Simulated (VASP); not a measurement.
Band structure of HfC (rock salt). All values below come from PBEsol GGA, VASP's PBE PAW potentials (set 64) (plane waves; VASP).

Unless said otherwise, spin-orbit coupling is left out, though it shifts the bands of the heavy elements here.

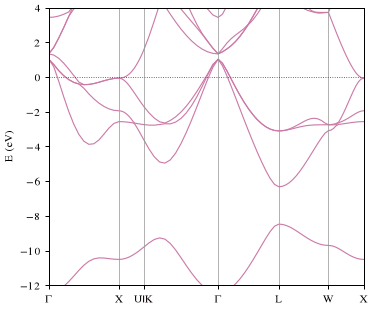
Figure. Bands along high-symmetry lines, zero at the valence-band maximum or, without a gap, the Fermi level

Question: Read the plot: is there a gap, and where are the band edges?

Answer: It has no gap at this level: it comes out as a metal or semimetal. (Edges off the drawn lines would not show.)

The compound is HfC in the rock salt structure. It was relaxed first.
